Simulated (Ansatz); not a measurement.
**A failed many-body run on BaIBr (Pnma)**

A first try at the G0W0 gap of BaIBr (Pnma), what the program said, and an input that works.

Program: Ansatz 0.2.0. Level of theory: G0W0 on r2SCAN, plane waves, PAW. Results are calculated unless marked as measured.

## 1. Set-up

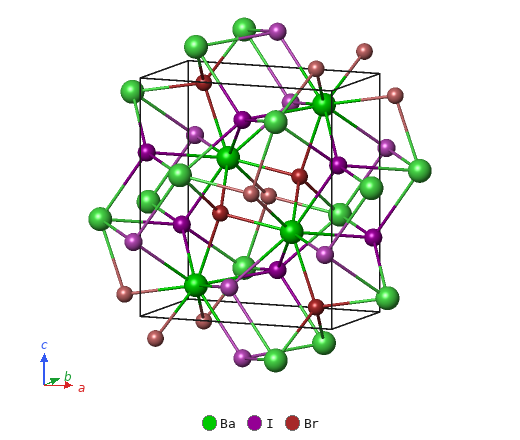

The cell as given, slightly off an axis (barium green, iodine purple, bromine red). Some periodic images of atoms are drawn too.

The cell and positions are those that the Materials Project relaxed with its own functionals (PBE, PBE+U or r2SCAN), kept fixed. Spin-orbit coupling is left out unless a step names it. The default PAW set here is soft_2. Its files were made with PBE.

## 2. First try

The input, input.yaml:

```yaml
crystal:
  lattice:
    - [8.81446039, 0.0, 0.0]
    - [0.0, 5.12429103, 0.0]
    - [0.0, 0.0, 10.19167839]
  atoms:
    - { symbol: Ba, position: [0.72882454, 0.25, 0.37513703] }
    - { symbol: Ba, position: [0.27117546, 0.75, 0.62486297] }
    - { symbol: Ba, position: [0.77117546, 0.75, 0.87513703] }
    - { symbol: Ba, position: [0.22882454, 0.25, 0.12486297] }
    - { symbol: I, position: [0.47161056, 0.25, 0.83177655] }
    - { symbol: I, position: [0.52838944, 0.75, 0.16822345] }
    - { symbol: I, position: [0.02838944, 0.75, 0.33177655] }
    - { symbol: I, position: [0.97161056, 0.25, 0.66822345] }
    - { symbol: Br, position: [0.8564719, 0.25, 0.06668585] }
    - { symbol: Br, position: [0.1435281, 0.75, 0.93331415] }
    - { symbol: Br, position: [0.6435281, 0.75, 0.56668585] }
    - { symbol: Br, position: [0.3564719, 0.25, 0.43331415] }
kpoints:
  mp_grid: { grid: [2, 2, 2] }
hamiltonian:
  xc: r2scan
scf:
  occupations: { method: fixed }
gw:
  n_empty_bands: 485
  ecut_chi: 60
  qp_bands: [v2, c2]
  qp_kpoints: band_edges
  screening: { model: contour_deformation }
  ecuteps: 200
```

On the command line:

```bash
> ansatz run input.yaml --threads 32 --pin off --max-ram 129024MiB --backend cuda --events-out ev --progress --plain --runs-dir out --devices 1 --max-vram 157GiB
```

Numbers of over 12 decimals in the logs are rounded to 6 here.

The program printed:

```text
Error: YAML parse error: error: line 31 column 3: unknown field `ecuteps`, expected one of n_empty_bands, n_guard_bands, ecut_chi, ecutfock_ratio, q_mesh, qp_bands, qp_kpoints, plasmon_pole_fit_frequency, screening, pair_densities, static_remainder, bse
  --> <input>:31:3
   |
29 |   qp_kpoints: band_edges
30 |   screening: { model: contour_deformation }
31 |   ecuteps: 200
   |   ^ unknown field `ecuteps`, expected one of n_empty_bands, n_guard_bands, ecut_chi, ecutfock_ratio, q_mesh, qp_bands, qp_kpoints, plasmon_pole_fit_frequency, screening, pair_densities, static_remainder, bse
```

Run time: 0.03 s. Hardware: 32 threads of Arm Neoverse V2, shared host; peak memory 0.018 GiB.

**What went wrong?**

The program refused the input before any cycle.

The program's message: “Error: YAML parse error: error: line 31 column 3: unknown field `ecuteps`, expected one of n_empty_bands, n_guard_bands, ecut_chi, ecutfock_ratio, q_mesh, qp_bands, qp_kpoints, plasmon_pole_fit_freque …”

The fault: a keyword of another program. The key belongs to another code's input; here the screening cutoff is gw.ecut_chi and the count of bands gw.n_empty_bands.

## 3. A better input

Now the one-shot GW correction: screening in the RPA, then the self-energy of the levels asked for.

Edit input.yaml of step 2 so:

```diff
@@ -25,4 +25,4 @@
 gw:
-  n_empty_bands: 485
-  ecut_chi: 60
+  n_empty_bands: 638
+  ecut_chi: 72
   qp_bands: [v2, c2]
@@ -30,2 +30 @@
   screening: { model: contour_deformation }
-  ecuteps: 200
```

The program printed:

```text
GPUs: using 1 of 1 available (devices: 1).
[...]
device memory: the entry about to start is reckoned to put 9.0 GiB on a device that reports 182.5 GiB free (of which the cap on the GPU budget leaves the run 157.0 GiB)
GPU FFT provider: cuFFT
GPU libraries: cuBLAS 13.8.1, cuFFT 12.4.0, cuSOLVER 12.3.2
GPU matrix products: emulated (plane waves: as basis.precision tells), large ones in fixed point in workspaces of 1.00 GiB
Crystal: 12 atoms, lattice volume = 460.336 Å³
Basis set: ecut = 500 eV, 11719 PW (Γ), exchange–correlation on 288×160×300 points (64 copies of the dense FFT grid, shifted against one another)
Bands: 82, of which v1, the nominal top of the filled ones, is band 68 counted from 1 (67 counted from 0)
Symmetry: 8 space group operations
[...]
k-points: 8
[...]
GPU buffer pool allocated for 216000 grid points (all kernels)
GPU transforms: local potential and band sums: pruned to the plane-wave sphere, on 72×40×75
[...]
0    67      4.6032   -18.2883     1.9981   -15.4885  0.8066     3.7943     3.8014  root
     0    68      4.7404   -18.0673     1.9251   -15.3401  0.8078     3.9314     3.9384  root
     0    69      8.7294    -5.0611    -3.3665    -8.9736  0.8365     9.2782     9.2755  root
     0    70      9.3711    -5.5308    -3.4986    -9.6477  0.8328     9.9932     9.9894  root
     1    67      4.4843   -18.1802     2.0193   -15.3442  0.8057     3.6601     3.6677  root
     1    68      4.4843   -18.1802     2.0193   -15.3442  0.8057     3.6601     3.6677  root
     1    69      9.2014    -5.4143    -3.4701    -9.4901  0.8325     9.8107     9.8071  root
     1    70      9.2014    -5.4143    -3.4701    -9.4901  0.8325     9.8107     9.8071  root
[...]
7    67      4.3592   -17.7667     1.9983   -14.9226  0.8047     3.5052     3.5134  root
     7    68      4.3592   -17.7667     1.9983   -14.9226  0.8047     3.5052     3.5134  root
     7    69     10.3158    -6.2460    -3.6913   -10.6687  0.8262    11.0530    11.0472  root
     7    70     10.3158    -6.2460    -3.6913   -10.6687  0.8262    11.0530    11.0472  root
[key lines of the parts left out:]
SCF converged after 6 iterations
Free energy (F): -65169.630195 eV
Fermi energy:    4.740438 eV
```

The job ended after 9.1 s (1 × NVIDIA GB200 with 32 threads; peak memory 4.9 GiB).

Numbers from this step:

* bands summed: 706
* RPA ε∞ on this mesh (eigenvalues): 3.379, 3.385, 3.443
* plane waves in the screening matrix: 629
* q-points in the mesh: 8
* G0W0 gap on the mesh: 5.337 eV
* k of the valence top: 0, 0, 0
* k of the conduction bottom: 0, 0, 0
* starting gap on the mesh: 3.989 eV
* Z at the valence top: 0.8078
* Z at the conduction bottom: 0.8365
* least direct G0W0 gap on the computed points: 5.337 eV

The gap on the mesh goes from 3.99 eV to 5.34 eV, a correction of +1.35 eV. Between the two edge states, bare exchange in place of the xc potential would open the gap by 6.64 eV, and correlation takes back 5.29 eV.

## 4. Results

```yaml
first_try: refused after 0.03 s
better_run: G0W0 gap on the mesh 5.34 eV (2×2×2 mesh, 638 empty bands, screening to 72 eV)
```

**Reading.** The second run differs in: empty bands, screening cutoff (eV) and ecuteps. Bands and cutoff are finite, so the gap is not at the basis limit. The miss can reach some tenths of an eV and take either sign; the mesh is an error of its own. The 2×2×2 mesh is coarse for this cell (its supercell is 10 Å along the shortest edge). The RPA ε∞ on it, from the r2SCAN start, is 3.38 and 3.44; such meshes misread the long-range screening, most where the gap is narrow. The many-body steps are scalar-relativistic: spin-orbit coupling is not in them.

[Paths, hosts, dates, memory and timing lines, banners, echoed tables and standing remarks are left out of the program output.]

[Logs are printed without paths, hosts, clocks, repeated set-up lines and the standing remarks that a program may print on its own settings, such as how far it seeks lower states.]

[Runs of the session that timed out or met a known fault of the program may be left out.]

[Cells called generated may have been cut or substituted from an entry of the Crystallography Open Database or the Materials Project.]

[Hosts, paths, dates, database ids (printed as entryN), source tags and the programs' standing remarks are cut or masked in the printed files.]
